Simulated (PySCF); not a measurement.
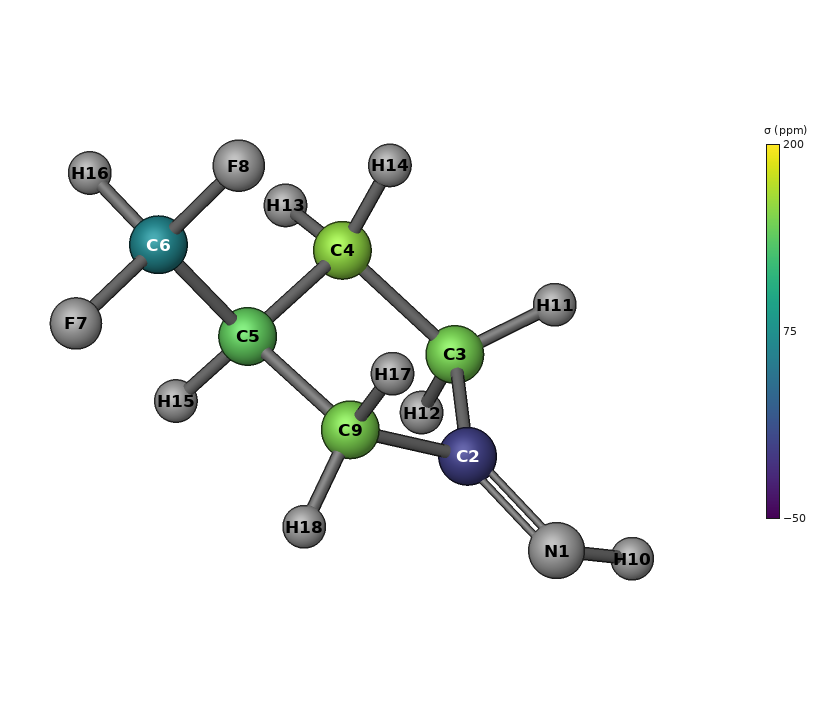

Atoms are coloured by their isotropic NMR shieldings (C only, the others grey). The geometry was computed by an optimisation with GFN2-xTB. No frequency run is at hand to confirm it as a minimum. Level of theory: GIAO PBE0/pcSseg-1 NMR shielding, non-relativistic, gas phase (PySCF 2.14.0).

Give the isotropic NMR shieldings of the C atoms atom by atom.

```tsv
atom	σ (ppm)
C2	−1.6
C3	148.7
C4	158.5
C5	139.6
C6	64.5
C9	150.7
```
